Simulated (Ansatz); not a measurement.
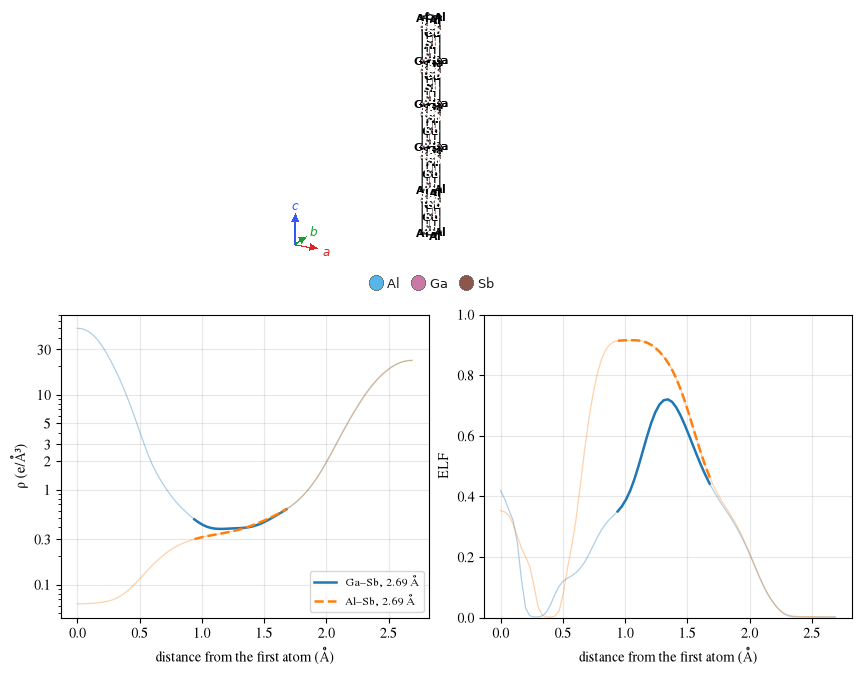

Figure 1: Al$_{2}$Ga$_{3}$Sb$_{5}$. Valence electron density and electron localisation function along straight lines between neighbouring atoms. Thin, pale parts lie inside the atomic spheres. The structure is drawn too.

Space group R3m; a structure generated by program, which may or may not match a known phase; computed pressure about −2 GPa in this cell.

The calculation used Ansatz, DFT PBEsol, scalar-relativistic, plane waves, PAW.

The density is the valence pseudo-density of a PAW calculation; it isn't the true density close to the nuclei.

> What can be read from the curves?

Ga–Sb (2.69 Å): ρ at the midpoint is about 0.4 e/Å³; the ELF peaks at about 0.70 between the atoms.
Al–Sb (2.69 Å): ρ is about 0.4 e/Å³ halfway; the ELF peaks at about 0.90 between the atoms: a covalent bond.
